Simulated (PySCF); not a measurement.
**[PbSF]+: other functionals and bases at one geometry**

How far do other levels of theory move the description of [PbSF]+, and what does each cost? It is a constructed species; whether it can be made isn't addressed.

Computed with PySCF 2.14.0. Level: several levels, as the steps say, no spin–orbit coupling.

1 further run of the same task is left out (for a known fault of the program).

**1. The starting structure**

3 atoms, charge 1, spin multiplicity 1.

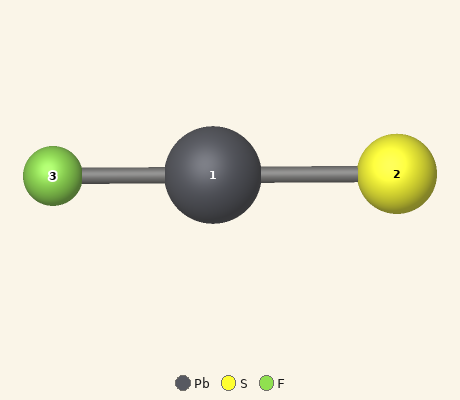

The structure; lead dark grey, sulfur yellow, fluorine green; atoms are numbered from 1 in the order of the file.

Geometry (Å):

```xyz
3
charge 1, multiplicity 1
Pb   -0.1289    0.0000    0.3765
S     2.1315    0.0000    0.4727
F    -2.0945    0.0000    0.2933
```

Formal oxidation states: Pb +4. An earlier session relaxed this geometry at PBE0, Pb def2-SVP with ECP60, S def2-SVP, F def2-SVP (singlet, point group C∞v).

At PBE0 on the finer grid: E = -690.121394 Eh, HOMO -14.14 eV, LUMO -10.90 eV, Mulliken charge on Pb1 +1.17 e, largest force component 0.012 eV/Å. 

Levels to run: BLYP; BP86; PBE0, TZVP. Hardware: 2 threads of Arm Neoverse V1, shared host.

**2. BLYP**

The input, run.py (the lines that set the calculation):

```python
mol = gto.M(atom='''
Pb    -0.12886     0.00000     0.37645
S      2.13152     0.00000     0.47273
F     -2.09445     0.00000     0.29330''',
    basis={'Pb': 'def2-SVP', 'S': 'def2-SVP', 'F': 'def2-SVP'},
    ecp={'Pb': 'def2-SVP'},
    charge=1, spin=0)
mf = dft.RKS(mol, xc='BLYP')
mf.grids.atom_grid = (75, 302)
mf = mf.density_fit()  # fitting sets: Pb def2-universal-JKFIT, S def2-universal-JKFIT, F def2-universal-JKFIT
mf.conv_tol = 1e-08; mf.max_cycle = 55
mf.kernel(dm0)  # dm0: the density of the relaxed state
```

Command:

```bash
OMP_NUM_THREADS=2 python run.py
```

The program printed:

```text
init E= -690.341088872721
  HOMO = -0.468407301493232  LUMO = -0.424631554152702  gap/eV = 1.19120
cycle= 1 E= -690.34334467023  delta_E= -0.00226  |g|= 0.0946  |ddm|= 0.337
  HOMO = -0.47820113056219  LUMO = -0.431821172067334  gap/eV = 1.26206
cycle= 2 E= -690.324415258202  delta_E= 0.0189  |g|= 0.288  |ddm|= 0.43
  HOMO = -0.469984776467372  LUMO = -0.425084825325855  gap/eV = 1.22179
cycle= 3 E= -690.346089966488  delta_E= -0.0217  |g|= 0.0227  |ddm|= 0.289
  HOMO = -0.471221810665962  LUMO = -0.425568703793609  gap/eV = 1.24228
cycle= 4 E= -690.346006934276  delta_E= 8.3e-05  |g|= 0.0253  |ddm|= 0.038
  HOMO = -0.470116001108696  LUMO = -0.425425658103987  gap/eV = 1.21609
cycle= 5 E= -690.346231258822  delta_E= -0.000224  |g|= 0.00153  |ddm|= 0.0298
  HOMO = -0.470198645764568  LUMO = -0.425434941594002  gap/eV = 1.21808
cycle= 6 E= -690.346231820876  delta_E= -5.62e-07  |g|= 0.000363  |ddm|= 0.00186
  HOMO = -0.470158447768841  LUMO = -0.425408098205191  gap/eV = 1.21772
cycle= 7 E= -690.346231863281  delta_E= -4.24e-08  |g|= 0.000102  |ddm|= 0.000524
  HOMO = -0.47016986649725  LUMO = -0.425416012477681  gap/eV = 1.21781
cycle= 8 E= -690.346231867497  delta_E= -4.22e-09  |g|= 1.34e-05  |ddm|= 0.00013
  HOMO = -0.470168882130827  LUMO = -0.425415932659591  gap/eV = 1.21779
Extra cycle  E= -690.346231867078  delta_E= 4.19e-10  |g|= 4.76e-05  |ddm|= 5.07e-05
converged SCF energy = -690.346231867078
```

Run time: 1.4 s. Hardware: 2 threads of Arm Neoverse V1, shared host.

Read off: E = -690.346232 Eh, HOMO -12.79 eV, LUMO -11.58 eV, Mulliken charge on Pb1 +1.05 e, largest force component 0.971 eV/Å. 

**3. BP86**

run.py (the lines that set the calculation): that of step 2 with these lines changed.

```diff
@@ -7,3 +7,3 @@
     charge=1, spin=0)
-mf = dft.RKS(mol, xc='BLYP')
+mf = dft.RKS(mol, xc='B88,P86')
 mf.grids.atom_grid = (75, 302)
```

Command:

```bash
OMP_NUM_THREADS=2 python run.py
```

The program printed:

```text
init E= -690.553565027797
  HOMO = -0.480229654237436  LUMO = -0.434525953056312  gap/eV = 1.24366
cycle= 1 E= -690.55260102722  delta_E= 0.000964  |g|= 0.142  |ddm|= 0.357
  HOMO = -0.48417972822883  LUMO = -0.443811795165917  gap/eV = 1.09847
cycle= 2 E= -690.518426288312  delta_E= 0.0342  |g|= 0.43  |ddm|= 0.511
  HOMO = -0.483370050486539  LUMO = -0.43644495968235  gap/eV = 1.27690
cycle= 3 E= -690.556880155853  delta_E= -0.0385  |g|= 0.0436  |ddm|= 0.336
  HOMO = -0.479650735733796  LUMO = -0.435613916713156  gap/eV = 1.19830
cycle= 4 E= -690.557225114746  delta_E= -0.000345  |g|= 0.0373  |ddm|= 0.0964
  HOMO = -0.48141603642882  LUMO = -0.43610182365258  gap/eV = 1.23306
cycle= 5 E= -690.557660957399  delta_E= -0.000436  |g|= 0.00322  |ddm|= 0.0441
  HOMO = -0.481366925204997  LUMO = -0.436101254738828  gap/eV = 1.23174
cycle= 6 E= -690.557664050331  delta_E= -3.09e-06  |g|= 0.00076  |ddm|= 0.00365
  HOMO = -0.481322219183164  LUMO = -0.436083874988581  gap/eV = 1.23100
cycle= 7 E= -690.557664197807  delta_E= -1.47e-07  |g|= 0.000155  |ddm|= 0.000753
  HOMO = -0.481336971309577  LUMO = -0.436094641046865  gap/eV = 1.23111
cycle= 8 E= -690.557664205273  delta_E= -7.47e-09  |g|= 3.18e-05  |ddm|= 0.000174
  HOMO = -0.481334190796166  LUMO = -0.436094787847757  gap/eV = 1.23103
Extra cycle  E= -690.557664202443  delta_E= 2.83e-09  |g|= 0.000121  |ddm|= 0.000122
converged SCF energy = -690.557664202443
```

Wall time 1.4 s (2 threads of Arm Neoverse V1, shared host).

Read off: E = -690.557664 Eh, HOMO -13.10 eV, LUMO -11.87 eV, Mulliken charge on Pb1 +1.07 e, largest force component 0.700 eV/Å. 

**4. PBE0, TZVP**

Basis: Pb def2-TZVP with ECP60, S def2-TZVP, F def2-TZVP. 

The input, run.py (the lines that set the calculation):

```python
mol = gto.M(atom='''
Pb    -0.12886     0.00000     0.37645
S      2.13152     0.00000     0.47273
F     -2.09445     0.00000     0.29330''',
    basis={'Pb': 'def2-TZVP', 'S': 'def2-TZVP', 'F': 'def2-TZVP'},
    ecp={'Pb': 'def2-TZVP'},
    charge=1, spin=0)
mf = dft.RKS(mol, xc='PBE0')
mf.grids.atom_grid = (75, 302)
mf = mf.density_fit()  # fitting sets: Pb def2-universal-JKFIT, S def2-universal-JKFIT, F def2-universal-JKFIT
mf.conv_tol = 1e-08; mf.max_cycle = 55
mf.kernel(dm0)  # dm0: free metal ions and neutral atoms
```

Command:

```bash
OMP_NUM_THREADS=2 python run.py
```

The program printed:

```text
init E= -701.464910689294
  HOMO = -0.423260911623242  LUMO = -0.338165286262184  gap/eV = 2.31557
cycle= 1 E= -688.90837114784  delta_E= 12.6  |g|=  2.5  |ddm|= 2.75
  HOMO = -0.465559031786625  LUMO = -0.456772702111341  gap/eV = 0.23909
cycle= 2 E= -668.125184635238  delta_E= 20.8  |g|= 7.97  |ddm|= 5.64
  HOMO = -0.661353359544405  LUMO = -0.452973315643092  gap/eV = 5.67031
cycle= 3 E= -689.039522192949  delta_E= -20.9  |g|= 2.56  |ddm|= 3.94
  HOMO = -0.527106454540732  LUMO = -0.397781130230764  gap/eV = 3.51912
cycle= 4 E= -690.161737287893  delta_E= -1.12  |g|= 1.13  |ddm|=  2.7
  HOMO = -0.502495280786019  LUMO = -0.400047799128017  gap/eV = 2.78774
cycle= 5 E= -690.394927515724  delta_E= -0.233  |g|= 0.178  |ddm|= 0.787
  HOMO = -0.519001187935923  LUMO = -0.395455640044429  gap/eV = 3.36185
cycle= 6 E= -690.400989861737  delta_E= -0.00606  |g|= 0.0875  |ddm|= 0.237
  HOMO = -0.518458530627995  LUMO = -0.396532793755584  gap/eV = 3.31777
cycle= 7 E= -690.402948338518  delta_E= -0.00196  |g|= 0.0126  |ddm|= 0.113
  HOMO = -0.517828218636326  LUMO = -0.394805839719403  gap/eV = 3.34761
cycle= 8 E= -690.40298736324  delta_E= -3.9e-05  |g|= 0.00471  |ddm|= 0.017
  HOMO = -0.517675319846389  LUMO = -0.394841989928189  gap/eV = 3.34247
cycle= 9 E= -690.402994668554  delta_E= -7.31e-06  |g|= 0.000988  |ddm|= 0.00536
  HOMO = -0.517657775779444  LUMO = -0.394873137333086  gap/eV = 3.34114
cycle= 10 E= -690.402994911069  delta_E= -2.43e-07  |g|= 0.000332  |ddm|= 0.00157
  HOMO = -0.517678549712887  LUMO = -0.394884691123725  gap/eV = 3.34139
cycle= 11 E= -690.402994935848  delta_E= -2.48e-08  |g|= 3.27e-05  |ddm|= 0.000358
  HOMO = -0.517675692621712  LUMO = -0.394879779018537  gap/eV = 3.34145
cycle= 12 E= -690.402994936108  delta_E= -2.6e-10  |g|= 1.95e-05  |ddm|= 7.13e-05
  HOMO = -0.517675038627259  LUMO = -0.394881306485333  gap/eV = 3.34139
Extra cycle  E= -690.402994935833  delta_E= 2.75e-10  |g|= 4.5e-05  |ddm|= 3.69e-05
converged SCF energy = -690.402994935833
```

Run time: 4.7 s. Hardware: 2 threads of Arm Neoverse V1, shared host.

Result: E = -690.402995 Eh, HOMO -14.09 eV, LUMO -10.75 eV, Mulliken charge on Pb1 +1.29 e, largest force component 0.944 eV/Å. 

**5. Results**

| level | state | HOMO (eV) | gap (eV) | charge on Pb1 (e) | dipole (D) | largest force (eV/Å) | basis functions | time |
| --- | --- | --- | --- | --- | --- | --- | --- | --- |
| PBE0 (relaxed here) | singlet | -14.14 | 3.24 | 1.17 | 1.49 | 0.01 | 58 | 2.5 s |
| BLYP | singlet | -12.79 | 1.22 | 1.05 | 1.63 | 0.97 | 58 | 1.4 s |
| BP86 | singlet | -13.10 | 1.23 | 1.07 | 1.49 | 0.70 | 58 | 1.4 s |
| PBE0, TZVP | singlet | -14.09 | 3.34 | 1.29 | 1.68 | 0.94 | 118 | 4.7 s |

Times are on 2 threads of Arm Neoverse V1, shared host; the first row also made further properties. The dipole of a charged species depends on the origin, so these sizes hold for this origin alone.

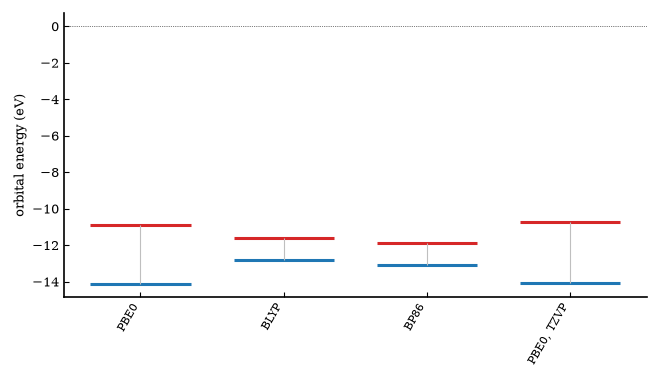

Highest filled and lowest empty level, method by method.

In one basis the HOMO–LUMO gap runs from 1.22 eV (BLYP) to 3.24 eV (PBE0). The largest leftover force, 0.97 eV/Å with BLYP, stands at a geometry relaxed at another level. The Mulliken charge on Pb spans +1.05 to +1.29 e over the levels. Total energies of different levels can't be compared. Spin–orbit coupling is left out throughout.
